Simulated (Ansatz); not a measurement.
# How Pt(111) screens a field, part 2 of 2

Aim: image plane and induced charge of Pt(111).

Ansatz 0.2.0; plane-wave DFT, r2SCAN, Ansatz PAW (the session's first sound run).

So far. Step 6 (Atoms held, field -0.1 V/Å): The dipole is -0.0780 e·Å.

**7. Single point, field 0.2 V/Å**

Input file input.yaml:

```yaml
crystal:
  lattice:
    - [2.7718585823, 0.0, 0.0]
    - [1.3859292911, 2.4004999479, 0.0]
    - [0.0, 0.0, 36.1057044418]
  atoms:
    - { symbol: Pt, position: [0.3333333333, 0.3333333333, 0.2492680904] }
    - { symbol: Pt, position: [0.6666666667, 0.6666666667, 0.3119510678] }
    - { symbol: Pt, position: [0.0, 0.0, 0.3746340452] }
    - { symbol: Pt, position: [0.3333333333, 0.3333333333, 0.4373170226] }
    - { symbol: Pt, position: [0.6666666667, 0.6666666667, 0.5] }
    - { symbol: Pt, position: [0.0, 0.0, 0.5626829774] }
    - { symbol: Pt, position: [0.3333333333, 0.3333333333, 0.6253659548] }
    - { symbol: Pt, position: [0.6666666667, 0.6666666667, 0.6880489322] }
    - { symbol: Pt, position: [0.0, 0.0, 0.7507319096] }
kpoints:
  mp_grid: { grid: [24, 24, 1] }
hamiltonian:
  xc: r2scan
scf:
  occupations: { method: fermi_dirac, width: 0.1 }
  convergence: { dr2_threshold: 1.0e-10 }
efield:
  axis: 3
  dipole_correction: true
  ramp_position: 0.97
  ramp_width: 0.06
  amplitude: 0.2
output:
  forces: true
  write_potential: true
  write_density: true
  volumetric_format: npy
```

Run with:

```console
> ansatz run input.yaml --threads 4 --pin off --max-ram 12288MiB --backend cpu --events-out ev --progress --plain --runs-dir out
```

Numbers of over 12 decimals in the logs are rounded to 6 here.

Log:

```text
[...]
Crystal: 9 atoms, lattice volume = 240.242 Å³
Basis set: ecut = 500 eV, 5999 PW (Γ), exchange–correlation on 96×96×1080 points (64 copies of the dense FFT grid, shifted against one another)
Bands: 98, of which v1, the nominal top of the filled ones, is band 81 counted from 1 (80 counted from 0)
Symmetry: 6 space group operations
k-points: 61 of 576 (time reversal used)
[...]
k-point 0: bands = [... 77 lower, 8.9791, 9.2750, 9.2810, 9.2810, 9.6862, 9.6862, 10.1010, 10.1010, ... 13 higher]
  k-point 1: bands = [... 77 lower, 8.9951, 9.0328, 9.2872, 9.3608, 9.6896, 9.7666, 10.0057, 10.1041, ... 13 higher]
  k-point 2: bands = [... 77 lower, 9.0328, 9.0928, 9.3036, 9.3371, 9.5216, 9.6983, 9.8046, 10.1124, ... 13 higher]
  k-point 60: bands = [... 77 lower, 10.2669, 10.3422, 10.3434, 10.3926, 15.3386, 15.3580, 15.3582, 15.7488, ... 13 higher]
[key lines of the parts left out:]
SCF converged after 26 iterations
Free energy (F): -112829.959205 eV
Fermi energy:    10.547285 eV
Dipole field:    D = 0.117454 V/Å  (p = 0.155939 e·Å, saw-weighted, corrected)
```

Elapsed: 2.9 min, on 4 threads of Arm Neoverse V2, shared host; peak memory 2.1 GiB; 11 min of CPU time.

The dipole is 0.156 e·Å.

**8. Atoms held, field -0.2 V/Å**

Edit input.yaml of step 7 so:

```diff
@@ -27,3 +27,3 @@
   ramp_width: 0.06
-  amplitude: 0.2
+  amplitude: -0.2
 output:
```

Log:

```text
[...]
Crystal: 9 atoms, lattice volume = 240.242 Å³
Basis set: ecut = 500 eV, 5999 PW (Γ), exchange–correlation on 96×96×1080 points (64 copies of the dense FFT grid, shifted against one another)
Bands: 98, of which v1, the nominal top of the filled ones, is band 81 counted from 1 (80 counted from 0)
Symmetry: 6 space group operations
k-points: 61 of 576 (time reversal used)
[...]
k-point 0: bands = [... 77 lower, 8.9791, 9.2750, 9.2810, 9.2810, 9.6862, 9.6862, 10.1010, 10.1010, ... 13 higher]
  k-point 1: bands = [... 77 lower, 8.9951, 9.0328, 9.2872, 9.3608, 9.6896, 9.7666, 10.0057, 10.1041, ... 13 higher]
  k-point 2: bands = [... 77 lower, 9.0328, 9.0928, 9.3036, 9.3371, 9.5216, 9.6983, 9.8046, 10.1124, ... 13 higher]
  k-point 60: bands = [... 77 lower, 10.2669, 10.3422, 10.3434, 10.3926, 15.3386, 15.3580, 15.3582, 15.7488, ... 13 higher]
[key lines of the parts left out:]
SCF converged after 27 iterations
Free energy (F): -112829.959205 eV
Fermi energy:    10.547285 eV
Dipole field:    D = -0.117452 V/Å  (p = -0.155936 e·Å, saw-weighted, corrected)
```

It took 2.9 min on 4 threads; peak memory 2.1 GiB; 11 min of CPU time.

The dipole is -0.156 e·Å.

**9. Atoms held, field 0.4 V/Å**

Edit input.yaml of step 8 so:

```diff
@@ -27,3 +27,3 @@
   ramp_width: 0.06
-  amplitude: -0.2
+  amplitude: 0.4
 output:
@@ -33 +33,2 @@
   volumetric_format: npy
+  elf: true
```

Log:

```text
[...]
Crystal: 9 atoms, lattice volume = 240.242 Å³
Basis set: ecut = 500 eV, 5999 PW (Γ), exchange–correlation on 96×96×1080 points (64 copies of the dense FFT grid, shifted against one another)
Bands: 98, of which v1, the nominal top of the filled ones, is band 81 counted from 1 (80 counted from 0)
Symmetry: 6 space group operations
k-points: 61 of 576 (time reversal used)
[...]
k-point 0: bands = [... 77 lower, 8.9757, 9.2711, 9.2776, 9.2776, 9.6828, 9.6828, 10.0976, 10.0976, ... 13 higher]
  k-point 1: bands = [... 77 lower, 8.9917, 9.0293, 9.2838, 9.3574, 9.6862, 9.7630, 9.9991, 10.1007, ... 13 higher]
  k-point 2: bands = [... 77 lower, 9.0294, 9.0894, 9.3002, 9.3322, 9.5179, 9.6949, 9.8018, 10.1090, ... 13 higher]
  k-point 60: bands = [... 77 lower, 10.2635, 10.3382, 10.3407, 10.3892, 15.3352, 15.3545, 15.3549, 15.7454, ... 13 higher]
[key lines of the parts left out:]
SCF converged after 28 iterations
Free energy (F): -112830.005989 eV
Fermi energy:    10.543907 eV
Dipole field:    D = 0.234936 V/Å  (p = 0.311915 e·Å, saw-weighted, corrected)
```

Run time: 3.1 min. Hardware: 4 threads; peak memory 2 GiB; 12 min of CPU time.

Running mean over 2.263 Å of the planar mean, with the applied field; the ramp of the sawtooth is left out. Table of electron's electrostatic potential energy less the Fermi level by z:

```
z (Å)  electron's electrostatic potential energy less the Fermi level (eV)
  5.0                                                                 4.76
  7.5                                                                 1.24
 10.0                                                                -11.8
 12.5                                                                -12.0
 15.0                                                                -12.0
 17.5                                                                -12.0
 20.0                                                                -12.0
 22.5                                                                -12.0
 25.0                                                                -12.0
 27.5                                                                -10.3
 30.0                                                                 6.22
 32.5                                                                 7.28
```

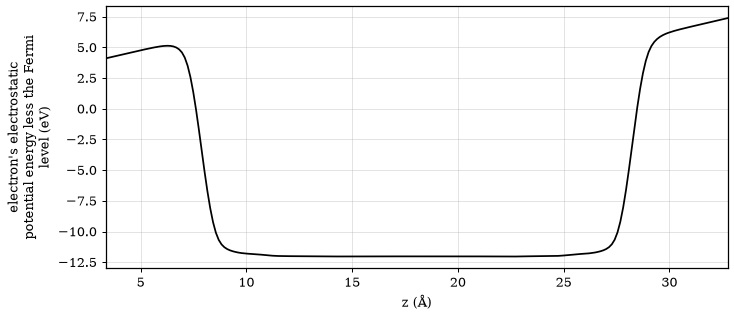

Electron's electrostatic potential energy less the Fermi level against z.

The dipole is 0.312 e·Å.

**10. The response**

This step: plane-wave DFT, r2SCAN, Ansatz PAW; screening of a field by a metal slab (Ansatz 0.2.0).

The dipoles give the slope, and the difference of two potentials shows where the field is screened.

This step gave:

* equivalent conductor thickness p/(ε₀AE): 21.20 Å
* distance between the outer atoms: 18.11 Å
* inner field over outer field: -6.13e-5
* image plane, upper face: 1.548 Å
* induced electrons on the upper face over ε₀E: -0.9998
* image plane, lower face: 1.548 Å
* induced electrons on the lower face over ε₀E: 0.9997

Dipole of the cell against applied field:

```
applied field (V/Å)  dipole of the cell (e·Å)
             -0.200                    -0.156
             -0.100                   -0.0780
             -0.050                   -0.0390
              0.000                         0
              0.050                    0.0390
              0.100                    0.0780
              0.200                     0.156
              0.400                     0.312
```

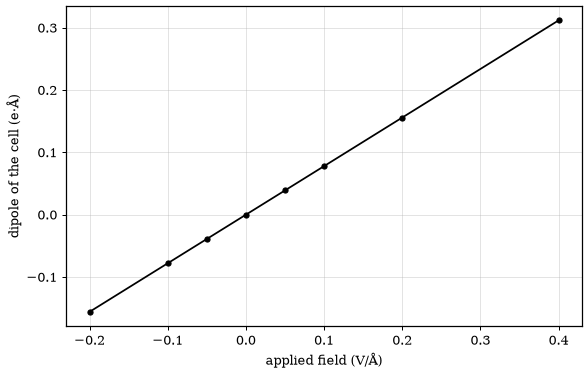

Dipole of the cell, plotted against applied field.

Local field over the applied field, running mean. From the potentials at -0.05 and 0.05 V/Å; running mean over 2.263 Å. Table of local field over applied field by z:

```
z (Å)  local field over applied field
    6                           0.946
    8                           0.288
   10                         0.00146
   12                         -5.8e-4
   14                         -8.8e-4
   16                         -2.9e-4
   18                          1.4e-4
   20                         -1.8e-4
   22                         -8.3e-4
   24                         -7.7e-4
   26                         0.00165
   28                           0.248
   30                           0.933
```

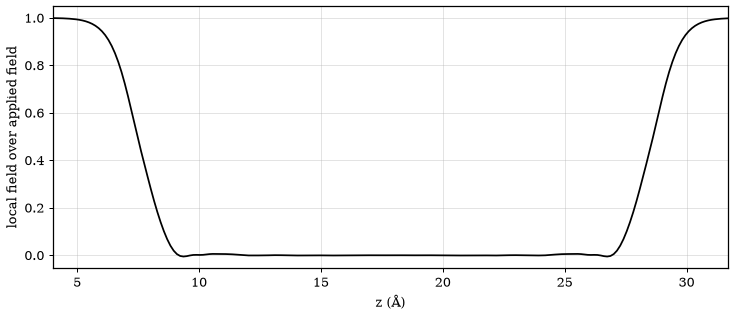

Local field over applied field, plotted against z.

The induced electron density oscillates, so the rows of the table below give means over windows of 2 Å about each position, cut where the curve ends. Its maxima inside the range that stand out by 2 % of the span (Å: e/Å³ per V/Å): 7.9: 0.00457, 9.0: 0.00102, 9.6: 3.4e-5, 10.8: 3.9e-4, 11.6: 1.7e-4, 22.6: 1.3e-4, 24.9: 2.4e-4, 26.1: 2.6e-4, 26.7: 6.9e-4, 27.4: 0.0011. Its minima: 8.7: -0.0011, 9.4: -6.9e-4, 10.0: -2.6e-4, 11.2: -2.4e-4, 13.5: -1.3e-4, 24.5: -1.7e-4, 25.3: -3.9e-4, 26.5: -3.4e-5, 27.1: -0.00102, 28.2: -0.00457.

Electrons, planar mean, per unit field. The induced electron density by z; means over each step:

```
z (Å)  induced electron density (e/Å³ per V/Å)
    6                                   5.2e-4
    8                                  0.00227
   10                                  -3.1e-5
   12                                  -2.9e-6
   14                                  -2.3e-6
   16                                  -4.3e-6
   18                                  -9.2e-7
   20                                   3.0e-6
   22                                   8.2e-6
   24                                   4.5e-6
   26                                   6.2e-5
   28                                 -0.00220
   30                                  -6.3e-4
```

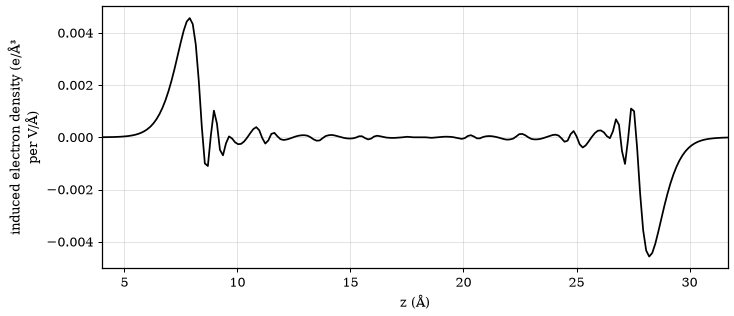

Induced electron density, plotted against z.

By hand: between -0.05 and 0.05 V/Å the dipole changes by 0.07796 e·Å, a slope of 0.7796 e·Å²/V. A perfect conductor of thickness t has p = ε₀AEt, so t = 180.95 × 0.7796 / 6.654 = 21.20 Å (e/ε₀ = 180.95 V·Å, A in Å²). Less the 18.11 Å between the outer atoms, and halved, that puts each image plane 1.55 Å out.

The induced dipole is that of a conductor 21.20 Å thick.

**11. A changed input: hamiltonian.pseudopotentials = {"kind": "nc"}**

This step: plane-wave DFT, r2SCAN, Ansatz PAW, but for the change named below (Ansatz 0.2.0).

A run with a changed input: it repeats the earlier run at 0.05 V/Å with hamiltonian.pseudopotentials to kind: nc.

Edit input.yaml of step 9 so:

```diff
@@ -19,2 +19,3 @@
   xc: r2scan
+  pseudopotentials: { kind: nc }
 scf:
@@ -27,3 +28,3 @@
   ramp_width: 0.06
-  amplitude: 0.4
+  amplitude: 0.05
 output:
@@ -33,2 +34 @@
   volumetric_format: npy
-  elf: true
```

Log:

```text
[...]
Crystal: 9 atoms, lattice volume = 240.242 Å³
Basis set: ecut = 1142.878222 eV, 21193 PW (Γ), exchange–correlation on 128×128×1600 points (64 copies of the dense FFT grid, shifted against one another)
Bands: 98, of which v1, the nominal top of the filled ones, is band 81 counted from 1 (80 counted from 0)
Symmetry: 6 space group operations
k-points: 61 of 576 (time reversal used)
[...]
SCF iter   1: F=—  HF=-33175.814543 eV  |F-HF|=—  |Δ(HF+E_count)|=         —  Δρ=7.08e-2  dr2=2.07e2  dr2_τ=5.41e0  ethr=3.10e-3  p=-0.000 e·Å  D=-4.48e-14 V/Å  ΔV_dip=0.00 eV  dr2_dipole=1.62e2  V_vac-E_F(+/−)=5.41/3.74 eV  ⟨swp⟩=8.1  Hψ=26314  notcnv=0  defer=91
[...]
SCF iter  11: F=-33173.397076 eV  HF=-33173.397076 eV  |F-HF|=3.06e-10  |Δ(HF+E_count)|=  1.60e-10  Δρ=9.20e-8  dr2=9.47e-11  dr2_τ=3.00e-11  ethr=1.00e-12  p=0.039 e·Å  D=2.94e-2 V/Å  ΔV_dip=-1.06 eV  dr2_dipole=6.82e-11  V_vac-E_F(+/−)=6.02/5.41 eV  ⟨swp⟩=22.4  Hψ=50429  notcnv=0
SCF 1 converged in 11 iterations: F = -33173.397076 eV  dr2 = 9.47e-11
[...]
SCF converged after 11 iterations
Free energy (F): -33173.397076 eV
[...]
Internal energy: -33172.915642 eV  (E = F + TS)
E sigma→0 (E₀):  -33173.156359 eV
Entropy (-TS):   -0.481434 eV (-53.493 meV/atom)
Fermi energy:    10.656679 eV
Dipole field:    D = 0.029352 V/Å  (p = 0.038969 e·Å, saw-weighted, corrected)
Work function:   not extracted (applied field tilts the vacuum); planar V_es + V_field profile in the machine report
[...]
--- Forces (eV/Å), atoms counted from 1 ---
  atom   1  Pt    -0.00000000     0.00000000    -0.32715958
  atom   2  Pt    -0.00000000    -0.00000000     0.20456888
  atom   3  Pt     0.00000000     0.00000000    -0.02955968
  atom   4  Pt    -0.00000000    -0.00000000    -0.04973917
  atom   5  Pt     0.00000000     0.00000000     0.00007537
  atom   6  Pt     0.00000000     0.00000000     0.04971182
  atom   7  Pt    -0.00000000    -0.00000000     0.03071407
  atom   8  Pt     0.00000000     0.00000000    -0.20444075
  atom   9  Pt     0.00000000    -0.00000000     0.32582907
  max |Σ_I F_I| component: 1.89e-8 eV/Å
--- Band table (eV; the first three rows and the last of 61) ---
  k-point 0: bands = [... 77 lower, 9.0859, 9.3794, 9.3884, 9.3884, 9.7944, 9.7944, 10.2098, 10.2098, ... 13 higher]
  k-point 1: bands = [... 77 lower, 9.1019, 9.1395, 9.3946, 9.4682, 9.7978, 9.8747, 10.1144, 10.2129, ... 13 higher]
  k-point 2: bands = [... 77 lower, 9.1397, 9.1998, 9.4109, 9.4449, 9.6291, 9.8065, 9.9117, 10.2212, ... 13 higher]
  k-point 60: bands = [... 77 lower, 10.3771, 10.4523, 10.4526, 10.5026, 15.4424, 15.4618, 15.4619, 15.8531, ... 13 higher]
```

Wall time 5.5 min (4 threads); peak memory 5.2 GiB; 22 min of CPU time.

This step gave:

| Property | Result |
| --- | --- |
| energy at zero smearing | -33173.1564 eV |
| dipole along the normal | 0.03897 e·Å |

Force by atom:

```
atom  x (eV/Å)  y (eV/Å)  z (eV/Å)   size
 Pt1     0.000     0.000    -0.327  0.327
 Pt2     0.000     0.000     0.205  0.205
 Pt3     0.000     0.000    -0.030  0.030
 Pt4     0.000     0.000    -0.050  0.050
 Pt5     0.000     0.000     0.000  0.000
 Pt6     0.000     0.000     0.050  0.050
 Pt7     0.000     0.000     0.031  0.031
 Pt8     0.000     0.000    -0.204  0.204
 Pt9     0.000     0.000     0.326  0.326
```

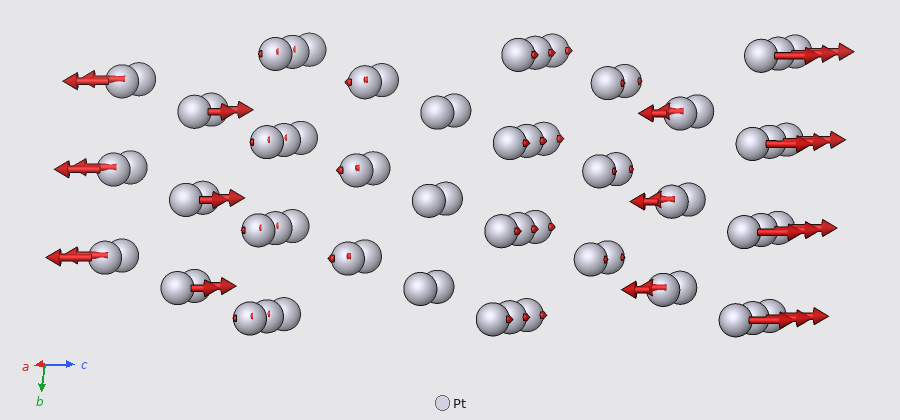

Force as arrows, the longest 0.327 eV/Å. 2×3×1 cells are drawn. Some periodic images of atoms are drawn too.

```
                     quantity  this run  earlier run  difference
dipole along the normal (e·Å)   0.03897      0.03898     -1.2e-5
```

The dipole moves by under 0.5 % or 5e-5 e·Å. The run took 11 SCF cycles against 22.

**12. A changed input: crystal.symmetry = {"detect": false}**

This step: plane-wave DFT, r2SCAN, Ansatz PAW (Ansatz 0.2.0).

Another changed input: it repeats the earlier run at 0.05 V/Å with crystal.symmetry to detect: false.

Edit input.yaml of step 11 so:

```diff
@@ -15,2 +15,3 @@
     - { symbol: Pt, position: [0.0, 0.0, 0.7507319096] }
+  symmetry: { detect: false }
 kpoints:
@@ -19,3 +20,2 @@
   xc: r2scan
-  pseudopotentials: { kind: nc }
 scf:
```

Log:

```text
[...]
Crystal: 9 atoms, lattice volume = 240.242 Å³
Basis set: ecut = 500 eV, 5999 PW (Γ), exchange–correlation on 96×96×1080 points (64 copies of the dense FFT grid, shifted against one another)
Bands: 98, of which v1, the nominal top of the filled ones, is band 81 counted from 1 (80 counted from 0)
Symmetry: 1 space group operations
k-points: 290 of 576 (time reversal used)
[...]
SCF iter   1: F=—  HF=-112830.530452 eV  |F-HF|=—  |Δ(HF+E_count)|=         —  Δρ=3.61e-2  dr2=1.93e2  dr2_τ=4.81e-1  ethr=1.77e-3  p=0.000 e·Å  D=3.02e-13 V/Å  ΔV_dip=-0.00 eV  dr2_dipole=1.54e2  V_vac-E_F(+/−)=6.27/4.61 eV  ⟨swp⟩=8.0  Hψ=123821  notcnv=0  defer=606
[...]
SCF iter  22: F=-112829.944587 eV  HF=-112829.944587 eV  |F-HF|=2.62e-10  |Δ(HF+E_count)|=  1.31e-10  Δρ=4.66e-8  dr2=5.09e-11  dr2_τ=6.77e-13  ethr=1.00e-12  p=0.039 e·Å  D=2.94e-2 V/Å  ΔV_dip=-1.06 eV  dr2_dipole=1.91e-12  V_vac-E_F(+/−)=6.01/5.41 eV  ⟨swp⟩=8.6  Hψ=138579  notcnv=0
SCF 1 converged in 22 iterations: F = -112829.944587 eV  dr2 = 5.09e-11
[...]
SCF converged after 22 iterations
[...]
Free energy (F): -112829.944587 eV
[...]
Internal energy: -112829.462461 eV  (E = F + TS)
E sigma→0 (E₀):  -112829.703524 eV
Entropy (-TS):   -0.482126 eV (-53.570 meV/atom)
Fermi energy:    10.548332 eV
Dipole field:    D = 0.029359 V/Å  (p = 0.038979 e·Å, saw-weighted, corrected)
Work function:   not extracted (applied field tilts the vacuum); planar V_es + V_field profile in the machine report
[...]
--- Forces (eV/Å), atoms counted from 1 ---
  atom   1  Pt     0.00000000    -0.00000000    -0.31677667
  atom   2  Pt    -0.00000000    -0.00000000     0.20375077
  atom   3  Pt     0.00000000     0.00000000    -0.02959985
  atom   4  Pt     0.00000000    -0.00000000    -0.04956339
  atom   5  Pt    -0.00000000    -0.00000000     0.00007431
  atom   6  Pt    -0.00000000     0.00000000     0.04953619
  atom   7  Pt     0.00000000    -0.00000000     0.03075418
  atom   8  Pt    -0.00000000    -0.00000000    -0.20361331
  atom   9  Pt     0.00000000     0.00000000     0.31543711
  max |Σ_I F_I| component: 6.69e-7 eV/Å
--- Band table (eV; the first three rows and the last of 290) ---
  k-point 0: bands = [... 77 lower, 8.9801, 9.2762, 9.2820, 9.2820, 9.6872, 9.6872, 10.1020, 10.1020, ... 13 higher]
  k-point 1: bands = [... 77 lower, 8.9961, 9.0339, 9.2883, 9.3618, 9.6906, 9.7678, 10.0078, 10.1051, ... 13 higher]
  k-point 2: bands = [... 77 lower, 9.0338, 9.0939, 9.3046, 9.3386, 9.5228, 9.6993, 9.8054, 10.1135, ... 13 higher]
  k-point 289: bands = [... 77 lower, 10.8694, 10.9776, 10.9913, 11.1706, 11.1772, 11.9700, 12.7275, 12.9201, ... 13 higher]
```

Wall time 12 min (4 threads); peak memory 5.4 GiB; 49 min of CPU time.

This step gave:

| Item | Value |
| --- | --- |
| energy at zero smearing | -112829.7035 eV |
| dipole along the normal | 0.03898 e·Å |

Force by atom:

```
atom  x (eV/Å)  y (eV/Å)  z (eV/Å)   size
 Pt1     0.000     0.000    -0.317  0.317
 Pt2     0.000     0.000     0.204  0.204
 Pt3     0.000     0.000    -0.030  0.030
 Pt4     0.000     0.000    -0.050  0.050
 Pt5     0.000     0.000     0.000  0.000
 Pt6     0.000     0.000     0.050  0.050
 Pt7     0.000     0.000     0.031  0.031
 Pt8     0.000     0.000    -0.204  0.204
 Pt9     0.000     0.000     0.315  0.315
```

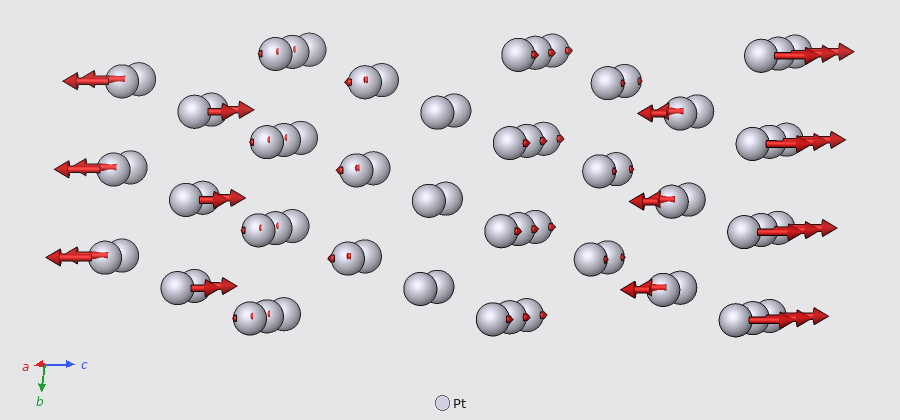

Force as arrows, the longest 0.317 eV/Å. 2×3×1 cells are drawn. Some periodic images of atoms are drawn too.

```
                     quantity  this run  earlier run  difference
dipole along the normal (e·Å)   0.03898      0.03898     -2.2e-6
```

The dipole moves by under 0.5 % or 5e-5 e·Å.

**13. Summary of results**

```
work function                                : 5.73 eV
image plane, upper face                      : 1.55 Å
induced electrons on the upper face over ε₀E : -1.000
equivalent conductor thickness p/(ε₀AE)      : 21.2 Å
inner field over outer field                 : -6.1e-5
```

**Reading.** The induced charge has its centre 1.55 Å outside the outermost atoms; this is the plane from which a capacitor's gap or an image potential counts. The equivalent conductor thickness exceeds the distance between the outer atoms by 3.10 Å, about the sum of the two image-plane distances. In the middle of the slab the field is screened to under 0.5 % of its outer value. The atoms are held at bulk positions with the tabulated experimental lattice constant.

[Logs are printed without paths, hosts, clocks, repeated set-up lines and the standing remarks that a program may print on its own settings, such as how far it seeks lower states.]

[Hosts, paths, dates, database ids (printed as entryN), source tags and the programs' standing remarks are cut or masked in the printed files.]

[Maps of the electrostatic potential energy from Ansatz leave out the sawtooth potential of an applied field or a dipole correction, so their vacuum need not be flat; planar profiles and work functions include it.]
